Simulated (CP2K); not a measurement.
Consider bicarbonate monohydrate at its PBE geometry (Å).

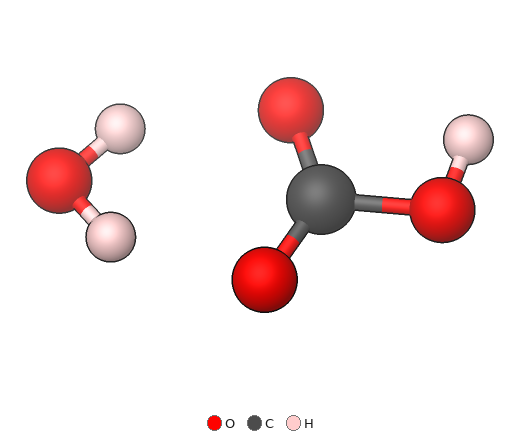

The molecule (oxygen red, carbon dark grey, hydrogen pink).

```xyz
8

O     1.3083   -1.7194   -0.3522
C     0.3904   -0.6368   -0.1156
O     0.9415    0.5024   -0.0757
O    -0.8074   -0.9817    0.0129
O    -1.6286    1.6781    0.3806
H     2.1560   -1.2395   -0.3966
H    -1.7079    0.6950    0.2944
H    -0.6523    1.7019    0.2523
```

Method: CP2K XAS_TDP, all-electron GAPW, PBEh(45%), aug-cc-pVDZ, TDA, GW2X-corrected core level, no relativity.

Q: Predict the bright core excitations at the C K edge.

Leading lines: C2 291.96 eV. The leading line of an atom is its first one with 35 % of the strongest within 2.5 eV of its lowest line over the strength cut. Core ionisation energies at this level: C2 291.96 eV.

The first six lines of each atom with a strength over 0.0015:

```
              atom  energy (eV)  states  strength, one atom  above the computed threshold
C2 (bonded to 3 O)       291.96       1              0.0830                              
                         295.69       1              0.0021                           yes
                         296.47       1              0.0299                           yes
                         297.00       1              0.0124                           yes
                         297.75       1              0.0018                           yes
                         299.07       1              0.0045                           yes
```

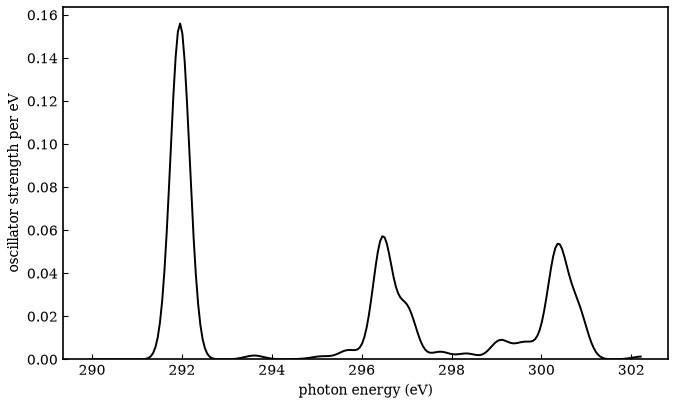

All atoms added, broadened by 0.5 eV.

Lines are vertical, at one geometry, with no vibrational structure. GW2X ionisation energies and lines can be off by 1 to 2 eV either way, and a good line position may hide errors that cancel. These values hold no scalar relativity, about 0.1 eV for C 1s. Rydberg lines, and the discretised continuum above threshold, depend on the basis and the box. This is one low-energy arrangement of the cluster, relaxed without a dispersion correction; others exist. The ion (charge -1) is isolated, with no counter-ion or solvent. In an isolated anion many lines lie above the ionisation threshold and are held only by the finite basis.

[Banner, clock and machine lines of the logs are left out without a mark of their own.]

[Logs are printed without paths, hosts, clocks, repeated set-up lines and the standing remarks that a program may print on its own settings, such as how far it seeks lower states.]

[Hosts, paths, dates, database ids (printed as entryN), source tags and the programs' standing remarks are cut or masked in the printed files.]
